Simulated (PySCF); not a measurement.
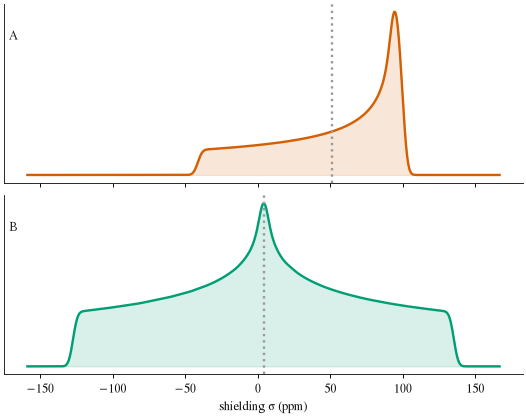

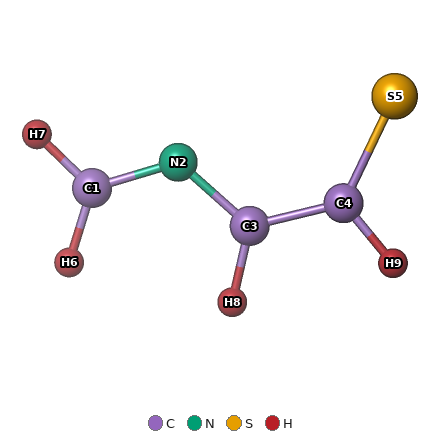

Static powder patterns (¹³C) from GIAO shielding tensors of C₃H₄NS⁻, SMILES C=N/C=C\[S-], PBE0/pcSseg-1, PySCF, at a GFN2-xTB geometry (no frequency check); absolute shielding, one fixed geometry of the isolated molecule without any motion, no dipolar terms. The dotted line is the isotropic value; skew is 3(σiso − σ22)/span.

The panels belong to C3 and C4. Which is which?

Answer. panel A: C3, σ11, σ22, σ33 = −41, 94, 101 ppm, isotropic 51, span 142 ppm, skew −0.91; panel B: C4, σ11, σ22, σ33 = −127, 4, 135 ppm, isotropic 4, span 263 ppm, skew 0.00.

Known limits of this run: the tight-binding geometry is rougher than a DFT one and adds to the error; an anion in a basis that has no diffuse functions; one conformer of a flexible molecule.
